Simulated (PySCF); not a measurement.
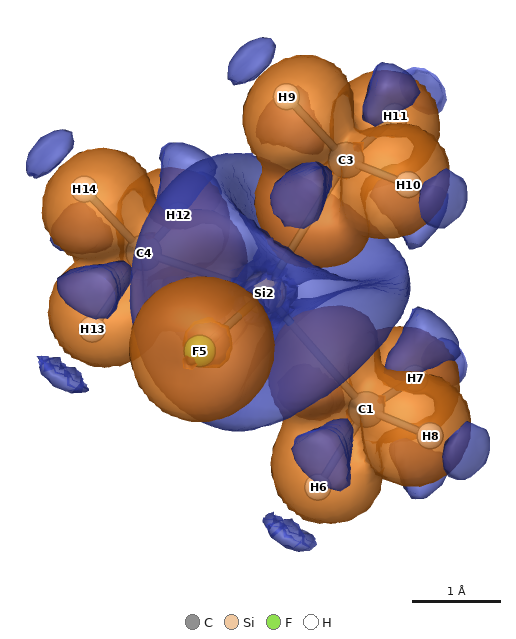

Figure 1: C₃H₉FSi, SMILES `C[Si](C)(C)F`. Deformation density (molecule less spherical, spin-averaged free atoms at the same positions), surfaces at ±0.04 e/Å³; orange: gain, blue: loss.

PySCF calculation, ωB97X/def2-TZVP, gas phase; geometry: GFN2-xTB. No frequency check shows the geometry to be a minimum.

Input

```python
import numpy as np
from pyscf import gto, scf, dft
from pyscf.scf import atom_ks, atom_hf
from scipy.linalg import block_diag

def solve(mol, dm0=None, hcore=None):
    mf = (dft.UKS if mol.spin else dft.RKS)(mol, xc='wb97x')
    mf.grids.level = 3
    mf = mf.density_fit(auxbasis='def2-universal-jkfit')
    mf.conv_tol, mf.max_cycle = 1e-8, 80
    if hcore is not None:
        mf.get_hcore = lambda *args: hcore
    mf.kernel(dm0)
    if not mf.converged:
        mf = mf.newton().run(mf.mo_coeff, mf.mo_occ, max_cycle=30)
    assert mf.converged, 'SCF not converged'
    return mf

mol = gto.M(atom='''
C     -0.91164     1.57918    -0.51458
Si     0.00054     0.00006     0.00997
C     -0.91572    -1.57708    -0.51357
C      1.82170    -0.00172    -0.52253
F      0.00673     0.00026     1.64089
H     -0.40837     2.46496    -0.13509
H     -0.98414     1.66274    -1.59429
H     -1.92617     1.59147    -0.13012
H     -0.40038    -2.46515    -0.15920
H     -1.92141    -1.59866    -0.10370
H     -0.99928    -1.65483    -1.59286
H      1.92559     0.02841    -1.60243
H      2.34763     0.85814    -0.11766
H      2.33238    -0.89247    -0.16814
''', basis='def2-tzvp', charge=0, spin=0, verbose=4)
mf = solve(mol)
mf.analyze()
# spherically averaged free atoms, for the promolecule
atm = atom_ks.get_atm_nrks(mol, xc='wb97x')
pro = block_diag(*[(atm[a[0]][2] * atm[a[0]][3]) @ atm[a[0]][2].T for a in mol._atom])
np.savez('result.npz', e=mf.e_tot, c=mf.mo_coeff, occ=mf.mo_occ, eps=mf.mo_energy, pro=pro, dip=mf.dip_moment(verbose=0), s2=mf.spin_square()[0])
```

Launched as:

```sh
OMP_NUM_THREADS=1 python input.py
```

The run took 38 s on 1 thread of Arm Neoverse V2 (shared host), peak memory 0.87 GiB.

Partitions, critical points and surface values were worked out afterwards from this run's density.

> Describe the bonding that the map shows.

C1–H8: +0.69 e/Å³ at the bond critical point (bond length 1.08 Å, Mayer order 1.0). C3–H9 and C4–H14: +0.69 e/Å³ at the bond critical point (bond length 1.09 Å, Mayer order 1.0). C3–H10: +0.69 e/Å³ at the bond critical point (bond length 1.09 Å, Mayer order 1.0). C4–H13: +0.69 e/Å³ at the bond critical point (bond length 1.09 Å, Mayer order 1.0). C1–H6: +0.69 e/Å³ at the bond critical point (bond length 1.09 Å, Mayer order 1.0). C3–H11 and C4–H12: +0.69 e/Å³ at the bond critical point (bond length 1.08 Å, Mayer order 0.9). C1–H7: +0.69 e/Å³ at the bond critical point (bond length 1.08 Å, Mayer order 0.9). Si2–C4, C1–Si2 and Si2–C3: +0.22 e/Å³ at the bond critical point (bond length 1.90 Å, Mayer order 1.0). Si2–F5: +0.06 e/Å³ at the bond critical point (bond length 1.63 Å, Mayer order 1.1); up to 0.6 Å beside the axis the gain reaches +0.34 e/Å³. In all, 3.3 electrons gather in the regions of gain relative to the promolecule. A small or negative value marks a very polar bond, one between electron-rich atoms, whose free-atom densities already overlap strongly, a long bond to a heavier atom, or a closed-shell contact such as a hydrogen bond.
